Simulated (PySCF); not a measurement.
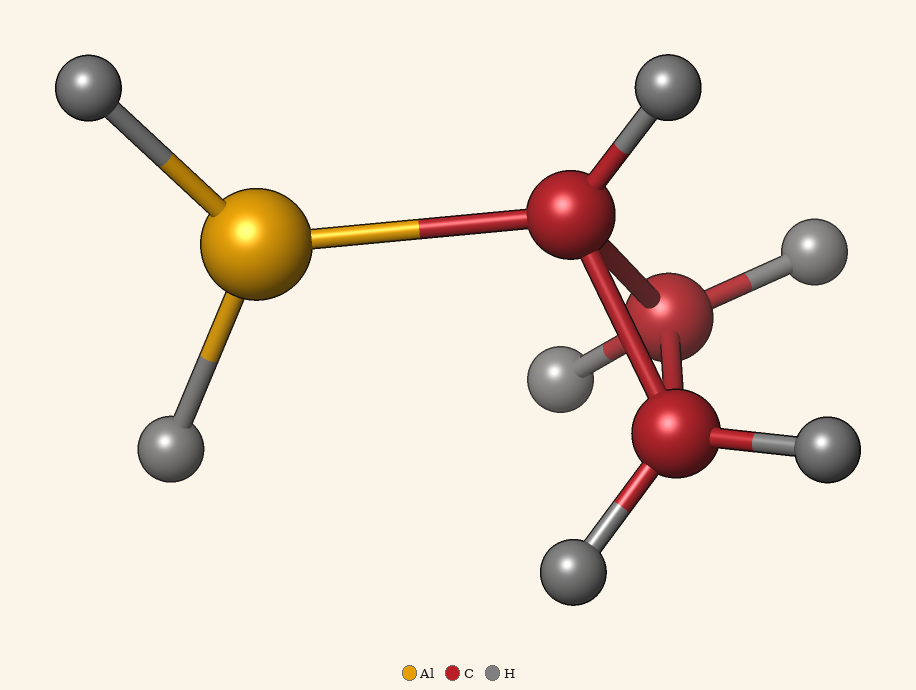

The geometry was computed by an optimisation with GFN2-xTB. No frequency run is at hand to confirm it as a minimum.

Give the structural formula.

SMILES: [AlH2][CH]1CC1

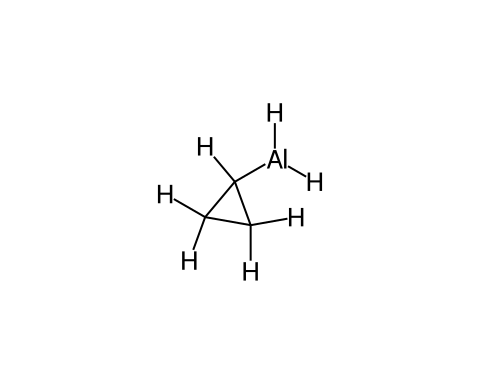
